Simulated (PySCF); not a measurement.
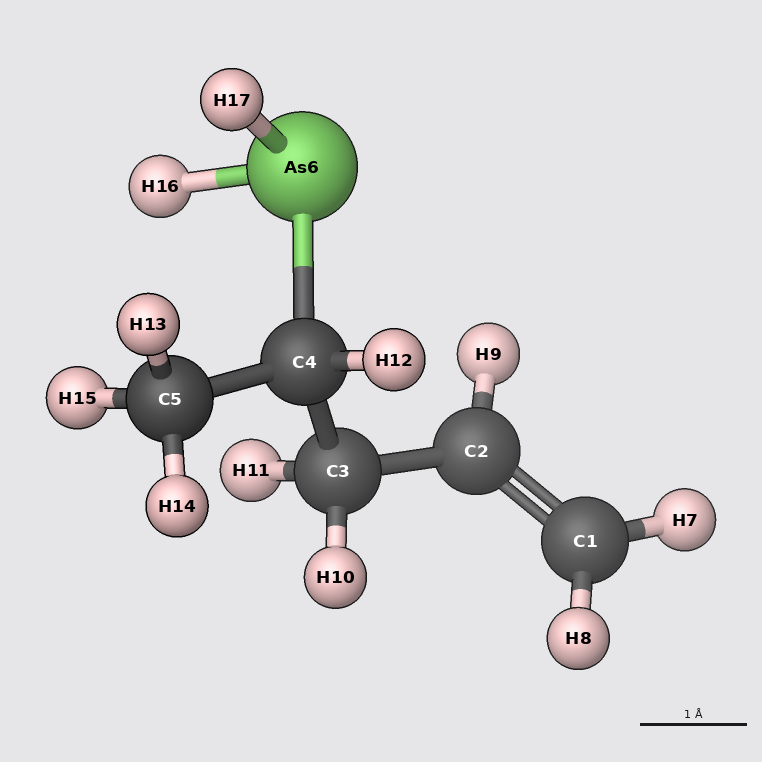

Numbered structure. Computed geometry: PBE0-D3(BJ)/def2-SVP optimisation. No frequency run is at hand to confirm it as a minimum.

Estimate the angles C1–C2–H9, C2–C1–H7, C2–C1–H8, C2–C3–C4, C2–C3–H10, C2–C3–H11, C3–C2–H9, C4–C3–H10, C4–C3–H11, C4–C5–H14, C4–As6–H16, C5–C4–H12.

```tsv
angle	degrees
C1–C2–H9	118.7
C2–C1–H7	121.6
C2–C1–H8	121.3
C2–C3–C4	114.9
C2–C3–H10	109.1
C2–C3–H11	109.6
C3–C2–H9	116.6
C4–C3–H10	108.2
C4–C3–H11	108.6
C4–C5–H14	110.7
C4–As6–H16	94.4
C5–C4–H12	109.5
```
